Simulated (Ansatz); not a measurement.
CaHLi

```xyz
3

Ca   -0.0399    0.3090   -1.6839
Li    0.8185    0.1138    1.1285
H    -0.3008   -0.7530    0.2746
```

Geometry: B3LYP-D3(BJ)/6-311G**.

Level of theory: isolated molecule in a Gaussian basis; Kohn-Sham density functional theory, functional PBE0 in Ansatz.

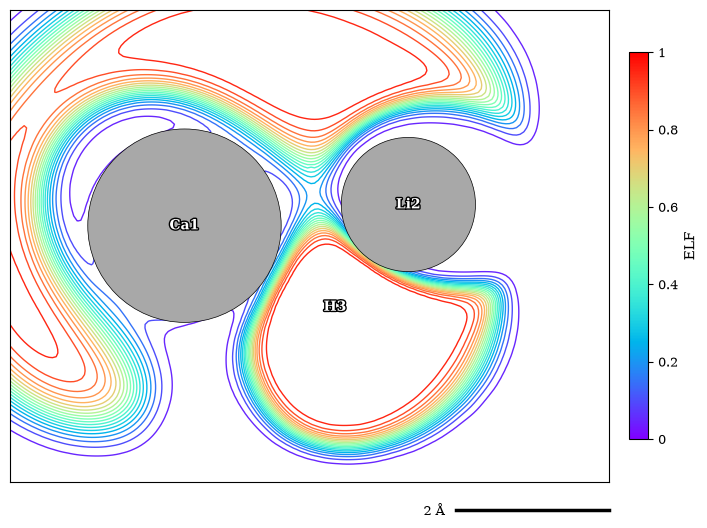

Figure 1. Electron localisation function on the molecular plane. Grey discs cover the atomic cores.

What does the map show?

Answer.
- The section cuts through Ca, Li and H sites.
- Li–Ca (2.95 Å): the ELF is about 0.15 at the midpoint.
- Li–H (1.65 Å): the ELF climbs to about 1 towards the hydrogen.
- Ca–H (2.24 Å): the ELF climbs to about 1 towards the hydrogen.

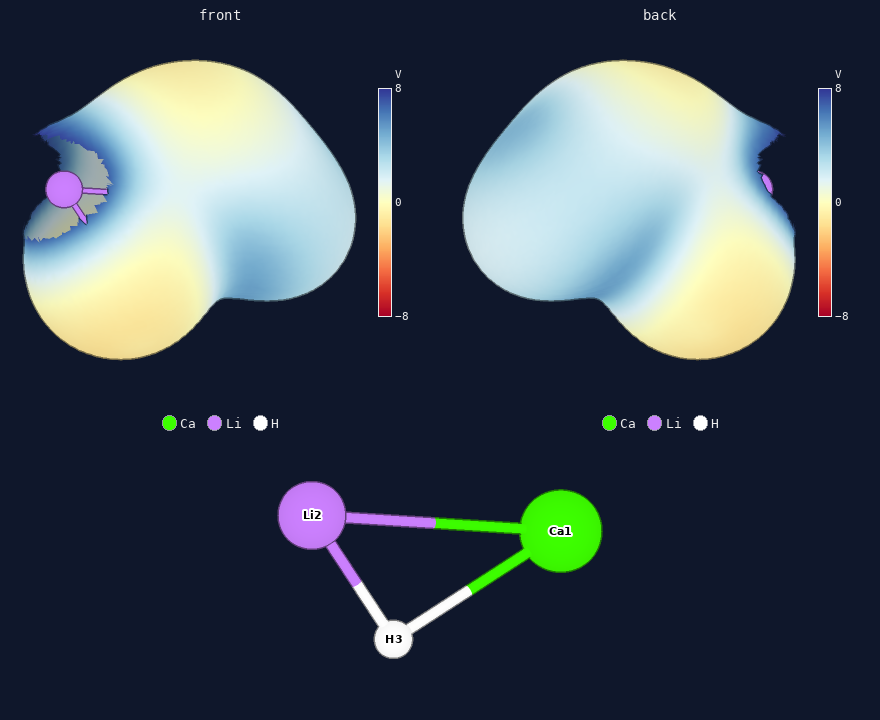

Figure 2. The electrostatic potential painted on the density surface at 0.004 e/bohr³, seen from the front and from behind; red is negative and blue positive. The bare structure is drawn below in the same view.

Which sites attract a positive test charge, and which a negative one?

Answer. A positive charge is drawn to the negative regions and a negative charge to the positive ones. The most negative region (about −1.4 V) lies over H3, the most positive (about +7.4 V) over Li2.

What dipole moment does the calculation give?

Answer. Its dipole moment is 3.52 D.
